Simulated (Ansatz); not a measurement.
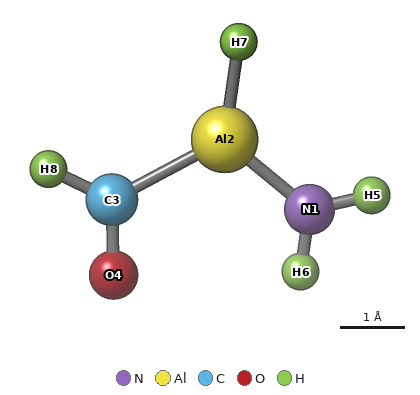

Fig. 1: The input geometry (ball-and-stick view, seen at a tilt; atoms are numbered from 1 in the order of the input). Sticks mark near contacts. Bond lengths as drawn: Al–C 2.02 Å, Al–H 1.58 Å, Al–N 1.76 Å, C–H 1.12 Å, C–O 1.21 Å and H–N 1.01 Å.

Run report: CH4AlNO, single-point calculation

The run: single-point calculation of CH4AlNO, SMILES [NH2][AlH][CH]=O. Method and program: RKS PBE0-D4/def2-SVP (Ansatz 0.2.0).

The geometry comes from this level: PBE0-D4/def2-TZVP.

### Output
```
Functional definition: PBE0
  name "PBE0"
  cite "Adamo & Barone, J. Chem. Phys. 110, 6158 (1999) doi:10.1063/1.478522"
  cite "Perdew, Burke & Ernzerhof, Phys. Rev. Lett. 77, 3865 (1996) doi:10.1103/PhysRevLett.77.3865"
  parent pbe
  parameter a = 0.25
  parameter kappa = 0.804
  parameter beta = 0.06672455060314922
  exchange = (1 - a)*pbe_x(kappa = kappa, mu = beta*pi^2/3) + a*exact_x
  correlation = pbe_c(beta = beta)
931 factors; their error is unknown
mean field evaluation 1: about -11213.8217 eV, gradient 6.3e1 eV
mean field evaluation 2: about -11190.9159 eV, gradient 1.1e2 eV
mean field evaluation 4: about -11221.7934 eV, gradient 8.4e0 eV
mean field evaluation 8: about -11222.0446 eV, gradient 2.1e-1 eV
mean field -11222.04465087 eV, -412.4025343444 hartree, gradient 7.7e-5 eV, S^2 0.000000; 0 other end points of the search recorded, 0 dependent functions left out
reference -11222.04467717 eV, -412.4025353110 hartree; 19, 19 occupied and 61, 61 virtual orbitals, 931 factors
Total energy: -11222.15148089 eV, -412.4064602754 hartree
```

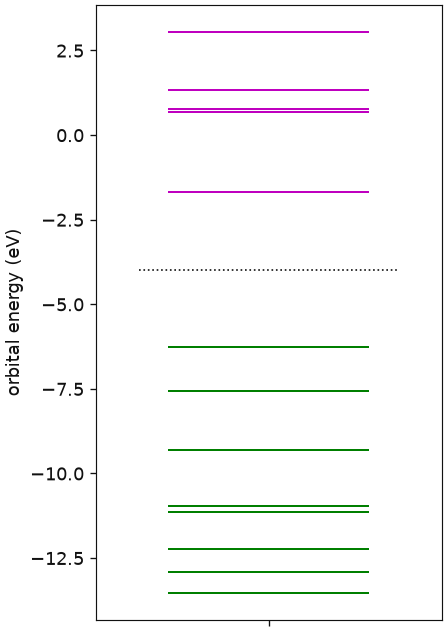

Fig. 2: Orbital energies near the frontier; the dotted line parts filled from empty levels, and levels within 0.02 eV of each other stand side by side. Highest filled −6.27 eV, lowest empty −1.68 eV, 4.59 eV apart.

This output came from the following input.

### Input
```yaml
crystal:
  periodic: [false, false, false]
  atoms:
    - {symbol: N, position_ang: [-0.601561, 1.119545, -0.859374]}
    - {symbol: Al, position_ang: [0.699498, 0.376085, 0.059353]}
    - {symbol: C, position_ang: [0.147554, -1.421091, 0.811143]}
    - {symbol: O, position_ang: [-0.978778, -1.797300, 0.565964]}
    - {symbol: H, position_ang: [-0.580350, 2.008027, -1.331160]}
    - {symbol: H, position_ang: [-1.498057, 0.672130, -0.973800]}
    - {symbol: H, position_ang: [2.108010, 1.077032, 0.240201]}
    - {symbol: H, position_ang: [0.795784, -2.091528, 1.431772]}
basis:
  gaussian: {orbitals: def2-SVP}
hamiltonian: {xc: pbe0, dispersion: d4}
output: {orbitals: {seedname: orbitals}}
```

Launched with:
```bash
ansatz run in.yaml --threads 2 --pin off --events-out ev --progress --plain --max-ram 4352MiB
```

### Results in brief

```csv
quantity,value
outcome,converged
total energy,−11222.1515 eV
mean-field energy,−11222.0447 eV
dispersion energy,−0.1068 eV
SCF solution under orbital rotations,stable
HOMO,−6.27 eV
LUMO,−1.68 eV
hardware,"2 threads of Arm Neoverse V1, 23 GiB of memory available, shared host"
wall time,0.95 s (CPU time 1.8 s)
peak memory,0.14 GiB
```
